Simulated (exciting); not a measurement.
Consider LuTlSe2, space group R-3m.

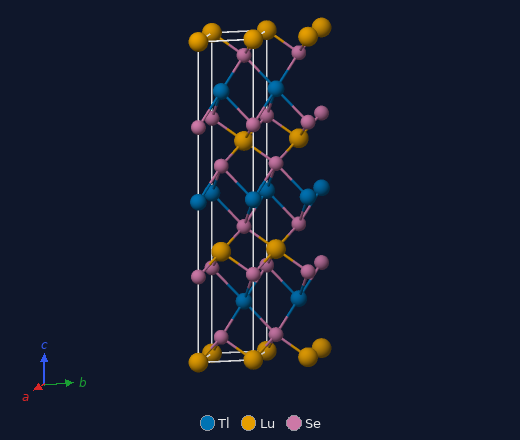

The structure (thallium blue, lutetium orange, selenium pink). Bonds to atoms that aren't drawn are left out. 1×2×1 conventional cells are drawn. Some periodic images of atoms are drawn too.

```cif
data_structure
_symmetry_space_group_name_H-M 'P 1'
_symmetry_Int_Tables_number 1
_cell_length_a 8.0888
_cell_length_b 8.0888
_cell_length_c 8.0888
_cell_angle_alpha 29.209
_cell_angle_beta 29.209
_cell_angle_gamma 29.209
_cell_volume 111.51
loop_
_atom_site_label
_atom_site_type_symbol
_atom_site_fract_x
_atom_site_fract_y
_atom_site_fract_z
_atom_site_occupancy
Tl1 Tl 0.50000 0.50000 0.50000 1
Lu2 Lu 0.00000 0.00000 0.00000 1
Se3 Se 0.26687 0.26687 0.26687 1
Se4 Se 0.73313 0.73313 0.73313 1
```

Absorber: atom 3, with 3 Lu at 2.82 Å and 3 Tl at 3.31 Å (distorted octahedral, site symmetry 3m). Method: exciting, all-electron LAPW+lo, LDA, exchange and screened direct term (singlet BSE), 3×3×3 shifted k points, 43 conduction bands, |G+q| up to 3 bohr⁻¹, full RPA screening with nempty = 75, Lorentzian half width 1.17 eV.

Q: What does the Se K spectrum look like, and is there a bound core exciton?

Bound core exciton? Undecided on this mesh: the first bright state (over 5 % of the brightest) lies at -0.41 eV from the Kohn–Sham onset. Maxima (height): 3.8 eV (1.00).

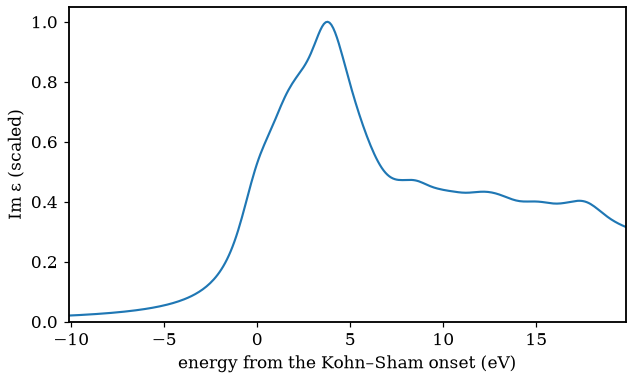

Energy from the Kohn–Sham onset, core level to the lowest empty state found on the meshes used; Im ε in relative units.

A mesh of 27 points doesn't converge binding energies, and fine structure above the first lines is partly noise of the mesh. The kernel cutoff is low for a compact core orbital, so the effect of exchange is a lower bound. The zero comes from the shifted mesh, which comes near the band minimum without meeting it. The Kohn–Sham onset, 12474 eV, is no photon energy (tabulated edge of the element: 12658 eV): the scale needs a rigid shift. No quasiparticle correction widens the gap or stretches the bands. Vibrations and energy-dependent lifetimes are left out. The structure is a Materials Project entry, computed there, and may be a hypothetical form.

[Banner, clock and machine lines of the logs are left out without a mark of their own.]

[Logs are printed without paths, hosts, clocks, repeated set-up lines and the standing remarks that a program may print on its own settings, such as how far it seeks lower states.]

[Hosts, paths, dates, database ids (printed as entryN), source tags and the programs' standing remarks are cut or masked in the printed files.]
